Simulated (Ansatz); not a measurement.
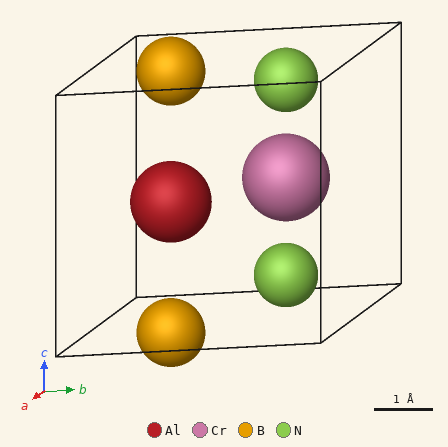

The figure gives a spheres-only picture of the atoms, viewed slightly off an axis. The edges of the simulation cell are marked.

```
CELL_PARAMETERS angstrom
4.74350 0.00000 0.00000
-2.37175 4.10799 0.00000
0.00000 0.00000 4.69168
ATOMIC_POSITIONS crystal
Al 0.66667 0.33333 0.50000
Cr 0.33333 0.66667 0.50000
B 0.66667 0.33333 0.00000
N 0.33333 0.66667 0.12682
N 0.33333 0.66667 0.87318
```

Theory: DFT PBE, scalar-relativistic, plane waves, PAW in Ansatz 0.2.0. Numerical settings: plane-wave cutoff 420 eV, a 12×12×8 grid in reciprocal space, Gaussian smearing of 0.1 eV, collinear spins. The state is ferromagnetic.

**Predict the Bader charges.**

Al +0.94 e; Cr +0.61 e; B -0.50 e; N -0.53 e.

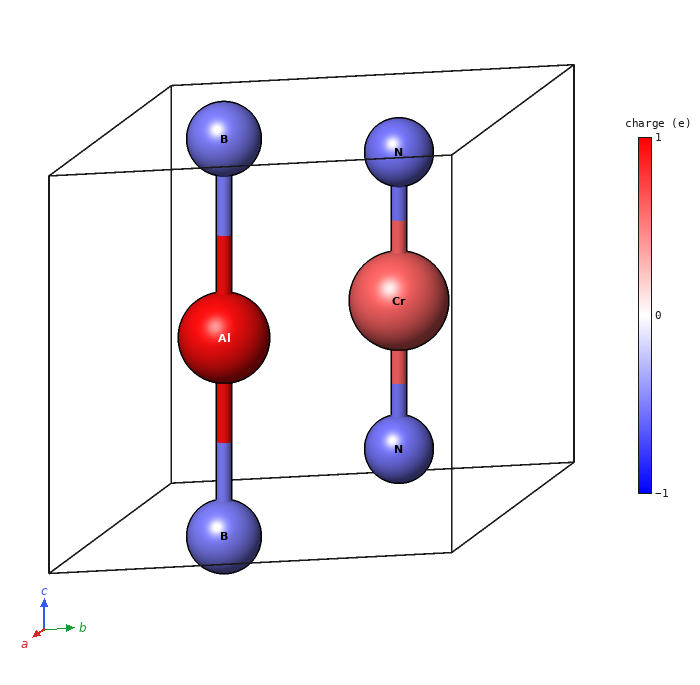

The atoms coloured by those charges.

The starting point was a random cell made by a generator, so it need not be a real form of the compound. Earlier steps of the study may have refined or changed the cell and positions. An electronic-structure calculation with Ansatz was run on it.
